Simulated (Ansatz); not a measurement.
**Geometry relaxation of C$_{2}$H$_{8}$B$_{2}$OSi (part 2 of 2)**

Continued. System: C$_{2}$H$_{8}$B$_{2}$OSi, SMILES BC1([SiH2]C)BO1. Method: RKS BLYP-D4/def2-SVP (Ansatz 0.2.0). It belongs to a series of runs on one base structure; here: end point A relaxed.

Geometry of the input (Å):
```
B  -1.9257  0.2324  0.2016
C  -0.5605  0.7449  -0.3470
Si 0.9624  0.3536  0.5999
C  1.3479  -1.4828  0.6061
B  -0.4057  1.0084  -1.9021
O  -0.5778  2.0533  -0.7974
H  -2.1517  -0.8698  0.3737
H  -2.8302  1.0627  0.2620
H  0.8496  0.8386  2.0410
H  2.1522  1.0210  0.0178
H  1.3683  -1.8479  -0.4151
H  0.4286  -1.9908  1.1040
H  2.1498  -1.7019  1.1593
H  -0.8202  0.5492  -2.8751
```

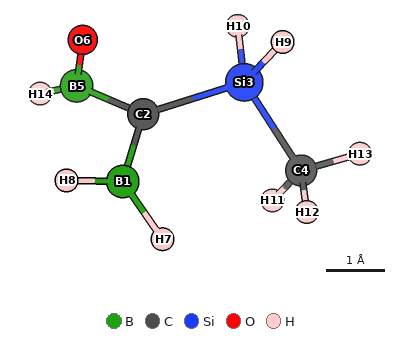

*The geometry at step 13 of the log (ball-and-stick view, seen at a tilt; atoms are numbered from 1 in the order of the input).*

**Trajectory as extended XYZ, continued**
```
14
Properties=species:S:1:pos:R:3:forces:R:3 step=6 energy=-13472.36530
B    -1.9800    0.2303    0.2084    0.0325  -0.0539   0.0287
C    -0.6284    0.7050   -0.2831   -0.0406   0.0256   0.0663
Si    1.0137    0.3358    0.6105    0.0439  -0.0225  -0.0492
C     1.2668   -1.5430    0.6403    0.0279  -0.2811   0.0861
B    -0.5716    1.1203   -1.7982    0.0266   0.0770  -0.0857
O    -0.6411    2.1842   -1.0271   -0.0077   0.0105  -0.0398
H    -2.0237   -0.8732    0.7191   -0.0589  -0.0013  -0.0078
H    -2.9931    0.8845    0.0826    0.0197  -0.0102  -0.0037
H     0.9639    0.8728    2.0133    0.0073   0.0038  -0.0341
H     2.1303    1.0188   -0.1282   -0.0353  -0.0121   0.0170
H     1.3350   -1.9608   -0.3954   -0.0218   0.1150   0.3036
H     0.4112   -2.0406    1.1657    0.3129   0.1262  -0.1785
H     2.2126   -1.7967    1.1864   -0.3172   0.0443  -0.1776
H    -0.5085    0.8336   -2.9656    0.0108  -0.0211   0.0748
14
Properties=species:S:1:pos:R:3:forces:R:3 step=7 energy=-13472.37418
B    -1.9922    0.2264    0.2164    0.0238  -0.0278  -0.0140
C    -0.6361    0.7009   -0.2650   -0.1154   0.0150   0.0352
Si    1.0169    0.3359    0.6016    0.0278   0.0455   0.0647
C     1.2678   -1.5412    0.6339   -0.0006   0.0339  -0.0088
B    -0.5519    1.1181   -1.7762   -0.0408   0.0206  -0.0967
O    -0.6570    2.1884   -1.0204    0.0347  -0.0136   0.0186
H    -2.0654   -0.8772    0.7235    0.0027   0.0083  -0.0043
H    -2.9978    0.8897    0.0771    0.0208  -0.0026   0.0038
H     0.9870    0.8854    1.9986    0.0195  -0.0036   0.0009
H     2.1146    1.0258   -0.1550   -0.0012  -0.0289  -0.0062
H     1.3431   -1.9463   -0.3944    0.0023  -0.0190  -0.0173
H     0.4181   -2.0389    1.1404   -0.0149  -0.0203   0.0165
H     2.1967   -1.8006    1.1797    0.0235  -0.0124   0.0087
H    -0.4568    0.8045   -2.9317    0.0177   0.0049  -0.0011
14
Properties=species:S:1:pos:R:3:forces:R:3 step=8 energy=-13472.37718
B    -1.9881    0.1884    0.1809    0.0014   0.0248   0.0046
C    -0.6386    0.7098   -0.2634   -0.0305  -0.0070   0.0068
Si    1.0211    0.3396    0.5959    0.0565  -0.0185  -0.0375
C     1.2466   -1.5435    0.6700    0.0193   0.0537   0.0120
B    -0.5559    1.1659   -1.7702    0.0225   0.0027   0.0315
O    -0.6726    2.2097   -0.9784    0.0066  -0.0147  -0.0183
H    -2.0434   -0.9367    0.6366   -0.0029  -0.0167   0.0101
H    -3.0025    0.8413    0.0631   -0.0043  -0.0110  -0.0120
H     1.0557    0.9325    1.9770   -0.0415  -0.0155  -0.0341
H     2.1153    0.9797   -0.2089    0.0067  -0.0188   0.0018
H     1.2371   -1.9845   -0.3467   -0.0014   0.0057  -0.0105
H     0.4384   -2.0189    1.2588   -0.0261  -0.0044   0.0164
H     2.2152   -1.7966    1.1474    0.0042  -0.0016   0.0013
H    -0.4414    0.8844   -2.9333   -0.0105   0.0213   0.0278
14
Properties=species:S:1:pos:R:3:forces:R:3 step=9 energy=-13472.37862
B    -1.9851    0.1746    0.1721    0.0139  -0.0186  -0.0278
C    -0.6389    0.7114   -0.2623    0.0230   0.0079  -0.0204
Si    1.0288    0.3396    0.5830    0.0129  -0.0476  -0.0049
C     1.2406   -1.5440    0.6848   -0.0077  -0.0123   0.0110
B    -0.5588    1.1895   -1.7644    0.0044   0.0246   0.1001
O    -0.6782    2.2201   -0.9547    0.0069  -0.0368  -0.0549
H    -2.0302   -0.9567    0.6145   -0.0076  -0.0045   0.0147
H    -3.0062    0.8139    0.0466   -0.0160   0.0091   0.0041
H     1.0650    0.9487    1.9575   -0.0065  -0.0050  -0.0483
H     2.1284    0.9516   -0.2380   -0.0185  -0.0023   0.0162
H     1.2074   -2.0023   -0.3262    0.0019   0.0284   0.0552
H     0.4389   -2.0047    1.2992    0.0437   0.0332  -0.0362
H     2.2186   -1.7962    1.1470   -0.0417   0.0048  -0.0185
H    -0.4433    0.9254   -2.9305   -0.0087   0.0191   0.0095
14
Properties=species:S:1:pos:R:3:forces:R:3 step=10 energy=-13472.37890
B    -1.9842    0.1557    0.1546    0.0432   0.0227   0.1214
C    -0.6398    0.7091   -0.2649    0.0296  -0.0185  -0.0630
Si    1.0337    0.3359    0.5685   -0.0088  -0.0305   0.0189
C     1.2359   -1.5462    0.6978   -0.0275  -0.0183   0.0003
B    -0.5580    1.2120   -1.7587   -0.0025   0.0277   0.0886
O    -0.6832    2.2286   -0.9325   -0.0038  -0.0435  -0.0546
H    -2.0198   -0.9718    0.6101   -0.0140  -0.0062  -0.0514
H    -3.0085    0.7925    0.0429   -0.0183  -0.0040  -0.0369
H     1.0757    0.9674    1.9321    0.0112  -0.0045  -0.0368
H     2.1337    0.9293   -0.2664   -0.0283  -0.0016   0.0163
H     1.1966   -2.0176   -0.3070    0.0021   0.0230   0.0557
H     0.4325   -1.9928    1.3205    0.0512   0.0329  -0.0395
H     2.2136   -1.7980    1.1598   -0.0316   0.0042  -0.0131
H    -0.4411    0.9669   -2.9280   -0.0025   0.0167  -0.0060
14
Properties=species:S:1:pos:R:3:forces:R:3 step=11 energy=-13472.38039
B    -1.9822    0.1490    0.1548    0.0180  -0.0111   0.0199
C    -0.6393    0.7063   -0.2649    0.0254  -0.0109  -0.0239
Si    1.0371    0.3330    0.5618   -0.0014  -0.0064   0.0109
C     1.2333   -1.5479    0.7070   -0.0253  -0.0071  -0.0061
B    -0.5602    1.2247   -1.7536   -0.0030   0.0161   0.0798
O    -0.6858    2.2329   -0.9179   -0.0037  -0.0353  -0.0475
H    -2.0197   -0.9861    0.5917   -0.0036   0.0136  -0.0234
H    -3.0092    0.7806    0.0335   -0.0064   0.0048  -0.0012
H     1.0920    0.9816    1.9163    0.0044  -0.0113  -0.0235
H     2.1328    0.9181   -0.2842   -0.0208  -0.0100   0.0098
H     1.1877   -2.0273   -0.2933    0.0014   0.0177   0.0441
H     0.4310   -1.9856    1.3363    0.0374   0.0238  -0.0276
H     2.2116   -1.7995    1.1665   -0.0171   0.0009  -0.0059
H    -0.4420    0.9910   -2.9252   -0.0053   0.0151  -0.0054
14
Properties=species:S:1:pos:R:3:forces:R:3 step=12 energy=-13472.38131
B    -1.9783    0.1314    0.1443   -0.0020  -0.0222  -0.0248
C    -0.6380    0.7021   -0.2664    0.0142  -0.0014   0.0029
Si    1.0430    0.3307    0.5509    0.0081  -0.0025  -0.0052
C     1.2265   -1.5483    0.7244   -0.0203   0.0001  -0.0137
B    -0.5616    1.2483   -1.7456   -0.0069   0.0059   0.0616
O    -0.6945    2.2406   -0.8926    0.0015  -0.0285  -0.0414
H    -2.0145   -1.0127    0.5576    0.0052   0.0256  -0.0117
H    -3.0087    0.7592    0.0254    0.0054   0.0036   0.0149
H     1.1206    1.0029    1.8926   -0.0051  -0.0105  -0.0233
H     2.1326    0.8931   -0.3184   -0.0141  -0.0092   0.0147
H     1.1634   -2.0432   -0.2669    0.0013   0.0134   0.0332
H     0.4296   -1.9689    1.3706    0.0214   0.0138  -0.0137
H     2.2084   -1.8004    1.1744   -0.0031  -0.0025   0.0009
H    -0.4414    1.0363   -2.9215   -0.0055   0.0143   0.0057
14
Properties=species:S:1:pos:R:3:forces:R:3 step=13 energy=-13472.38205
B    -1.9732    0.1086    0.1280   -0.0122  -0.0173  -0.0384
C    -0.6365    0.6971   -0.2692    0.0000   0.0053   0.0015
Si    1.0505    0.3264    0.5344    0.0184   0.0095   0.0027
C     1.2186   -1.5496    0.7467   -0.0205   0.0004  -0.0243
B    -0.5650    1.2785   -1.7359   -0.0108   0.0066   0.0432
O    -0.7053    2.2507   -0.8614    0.0085  -0.0389  -0.0360
H    -2.0059   -1.0456    0.5132    0.0121   0.0337  -0.0097
H    -3.0068    0.7341    0.0206    0.0142  -0.0024   0.0195
H     1.1511    1.0290    1.8593   -0.0103  -0.0154  -0.0269
H     2.1354    0.8617   -0.3585   -0.0160  -0.0140   0.0166
H     1.1346   -2.0657   -0.2322    0.0019   0.0136   0.0326
H     0.4279   -1.9474    1.4142    0.0161   0.0113  -0.0094
H     2.2048   -1.8018    1.1865    0.0053  -0.0039   0.0040
H    -0.4433    1.0949   -2.9172   -0.0066   0.0117   0.0246
14
Properties=species:S:1:pos:R:3:forces:R:3 step=14 energy=-13472.38263
B    -1.9689    0.0913    0.1128   -0.0118  -0.0124  -0.0318
C    -0.6348    0.6929   -0.2726   -0.0091   0.0148  -0.0116
Si    1.0563    0.3224    0.5208    0.0196   0.0047   0.0090
C     1.2136   -1.5505    0.7650   -0.0281  -0.0080  -0.0236
B    -0.5692    1.3025   -1.7285   -0.0097   0.0129   0.0330
O    -0.7113    2.2586   -0.8366    0.0106  -0.0493  -0.0323
H    -1.9975   -1.0711    0.4728    0.0122   0.0347  -0.0095
H    -3.0044    0.7163    0.0204    0.0151  -0.0067   0.0162
H     1.1688    1.0475    1.8325   -0.0048  -0.0150  -0.0287
H     2.1388    0.8342   -0.3888   -0.0172  -0.0099   0.0192
H     1.1107   -2.0850   -0.2023    0.0034   0.0189   0.0383
H     0.4297   -1.9287    1.4521    0.0220   0.0116  -0.0157
H     2.2043   -1.8022    1.1950    0.0052  -0.0035   0.0033
H    -0.4492    1.1426   -2.9138   -0.0074   0.0073   0.0344
14
Properties=species:S:1:pos:R:3:forces:R:3 step=15 energy=-13472.38312
B    -1.9659    0.0782    0.0970   -0.0046  -0.0085  -0.0059
C    -0.6334    0.6897   -0.2767   -0.0148   0.0209  -0.0239
Si    1.0598    0.3173    0.5101    0.0248   0.0076   0.0107
C     1.2105   -1.5522    0.7812   -0.0202  -0.0007  -0.0113
B    -0.5740    1.3224   -1.7231   -0.0059   0.0141   0.0226
O    -0.7137    2.2653   -0.8172    0.0089  -0.0525  -0.0199
H    -1.9898   -1.0914    0.4331    0.0072   0.0329  -0.0122
H    -3.0023    0.7039    0.0232    0.0110  -0.0104   0.0051
H     1.1833    1.0615    1.8094   -0.0085  -0.0138  -0.0171
H     2.1407    0.8132   -0.4093   -0.0109  -0.0111   0.0072
H     1.0899   -2.1023   -0.1746    0.0027   0.0121   0.0217
H     0.4351   -1.9138    1.4863    0.0149   0.0071  -0.0119
H     2.2061   -1.8028    1.2008    0.0008  -0.0002   0.0006
H    -0.4593    1.1818   -2.9114   -0.0053   0.0025   0.0342
14
Properties=species:S:1:pos:R:3:forces:R:3 step=16 energy=-13472.38334
B    -1.9619    0.0698    0.0871    0.0010  -0.0151  -0.0163
C    -0.6310    0.6878   -0.2792   -0.0095   0.0316  -0.0219
Si    1.0643    0.3150    0.5023   -0.0003  -0.0187   0.0071
C     1.2076   -1.5517    0.7929   -0.0057   0.0000   0.0018
B    -0.5785    1.3361   -1.7187   -0.0058   0.0083   0.0153
O    -0.7137    2.2694   -0.8029    0.0052  -0.0351  -0.0074
H    -1.9813   -1.1060    0.3995    0.0011   0.0243   0.0005
H    -2.9997    0.6939    0.0258    0.0063  -0.0069   0.0049
H     1.1889    1.0690    1.7948    0.0063   0.0005  -0.0120
H     2.1444    0.7942   -0.4260   -0.0047   0.0022   0.0090
H     1.0738   -2.1129   -0.1541    0.0025   0.0065   0.0091
H     0.4383   -1.9004    1.5108    0.0097   0.0048  -0.0093
H     2.2065   -1.8022    1.2051   -0.0043  -0.0014  -0.0021
H    -0.4708    1.2088   -2.9087   -0.0018  -0.0012   0.0212
14
Properties=species:S:1:pos:R:3:forces:R:3 step=17 energy=-13472.38327 accepted=F
B    -1.9610    0.0666    0.0793    0.0133   0.0066   0.0605
C    -0.6307    0.6885   -0.2810   -0.0066   0.0199  -0.0241
Si    1.0643    0.3139    0.5011   -0.0047  -0.0173  -0.0053
C     1.2062   -1.5519    0.7954    0.0015   0.0040   0.0054
B    -0.5792    1.3401   -1.7183    0.0024   0.0019   0.0027
O    -0.7132    2.2706   -0.8000   -0.0031  -0.0198   0.0035
H    -1.9756   -1.1071    0.3970   -0.0055   0.0026  -0.0216
H    -2.9995    0.6896    0.0282   -0.0016  -0.0064  -0.0211
H     1.1909    1.0710    1.7909    0.0040   0.0047  -0.0025
H     2.1446    0.7897   -0.4281    0.0002   0.0046   0.0042
H     1.0703   -2.1150   -0.1497    0.0006   0.0007  -0.0008
H     0.4383   -1.8981    1.5154    0.0007   0.0002  -0.0018
H     2.2056   -1.8023    1.2063   -0.0025  -0.0011  -0.0015
H    -0.4738    1.2153   -2.9079    0.0013  -0.0006   0.0023
14
Properties=species:S:1:pos:R:3:forces:R:3 step=18 energy=-13472.38348
B    -1.9618    0.0697    0.0852    0.0012  -0.0034  -0.0041
C    -0.6314    0.6890   -0.2795   -0.0031   0.0171  -0.0053
Si    1.0636    0.3137    0.5020    0.0066   0.0005   0.0019
C     1.2074   -1.5523    0.7936   -0.0015   0.0041   0.0006
B    -0.5792    1.3369   -1.7182   -0.0001  -0.0010   0.0018
O    -0.7135    2.2694   -0.8019    0.0012  -0.0136   0.0059
H    -1.9797   -1.1048    0.3988    0.0002   0.0022   0.0007
H    -3.0002    0.6921    0.0247   -0.0009  -0.0004   0.0000
H     1.1917    1.0705    1.7920   -0.0015  -0.0010   0.0012
H     2.1439    0.7942   -0.4246   -0.0007  -0.0026  -0.0029
H     1.0736   -2.1135   -0.1530    0.0002  -0.0003  -0.0002
H     0.4385   -1.9006    1.5114    0.0000  -0.0008  -0.0005
H     2.2062   -1.8028    1.2056   -0.0008   0.0002  -0.0004
H    -0.4719    1.2096   -2.9073   -0.0007  -0.0010   0.0013
14
Properties=species:S:1:pos:R:3:forces:R:3 step=19 energy=-13472.38346 accepted=F
B    -1.9618    0.0688    0.0835    0.0043   0.0048  -0.0035
C    -0.6315    0.6908   -0.2768    0.0086   0.0098   0.0026
Si    1.0646    0.3136    0.5016    0.0018   0.0041   0.0024
C     1.2069   -1.5522    0.7944   -0.0009   0.0025   0.0001
B    -0.5810    1.3385   -1.7156    0.0060   0.0049  -0.0040
O    -0.7115    2.2714   -0.7991   -0.0084  -0.0266   0.0035
H    -1.9782   -1.1050    0.4001    0.0006   0.0028  -0.0037
H    -3.0011    0.6882    0.0152   -0.0079   0.0019   0.0039
H     1.1962    1.0714    1.7907   -0.0012  -0.0015   0.0000
H     2.1438    0.7918   -0.4277   -0.0005  -0.0023  -0.0022
H     1.0728   -2.1138   -0.1519    0.0004  -0.0005  -0.0002
H     0.4378   -1.8998    1.5123   -0.0005   0.0001   0.0002
H     2.2055   -1.8031    1.2066   -0.0007  -0.0001  -0.0008
H    -0.4755    1.2104   -2.9048   -0.0016   0.0003   0.0017
14
Properties=species:S:1:pos:R:3:forces:R:3 step=20 energy=-13472.38351
B    -1.9612    0.0688    0.0835    0.0019  -0.0004   0.0030
C    -0.6311    0.6904   -0.2780    0.0012   0.0086   0.0030
Si    1.0646    0.3140    0.5018   -0.0010  -0.0011  -0.0013
C     1.2065   -1.5518    0.7943    0.0011   0.0019   0.0012
B    -0.5797    1.3378   -1.7165   -0.0004  -0.0031  -0.0080
O    -0.7135    2.2695   -0.7995   -0.0005  -0.0038   0.0065
H    -1.9777   -1.1053    0.3979   -0.0006  -0.0023  -0.0014
H    -3.0006    0.6892    0.0207   -0.0026   0.0010  -0.0011
H     1.1947    1.0715    1.7911    0.0006   0.0006   0.0006
H     2.1438    0.7917   -0.4275    0.0012   0.0002  -0.0006
H     1.0723   -2.1132   -0.1520   -0.0003  -0.0007  -0.0014
H     0.4374   -1.8993    1.5122   -0.0014  -0.0007   0.0010
H     2.2051   -1.8030    1.2063    0.0002  -0.0005   0.0001
H    -0.4736    1.2105   -2.9056    0.0008   0.0005  -0.0016
```

**Key numbers**

- outcome: converged
- total energy: −13472.3839 eV
- mean-field energy: −13471.6994 eV
- largest force (length of the vector) at the end: 0.009 eV/Å
- hardware: 2 threads of Intel Xeon (Granite Rapids), 16 GiB of memory available, shared host
- wall time: 30 s (CPU time 58 s)
- peak memory: 0.19 GiB
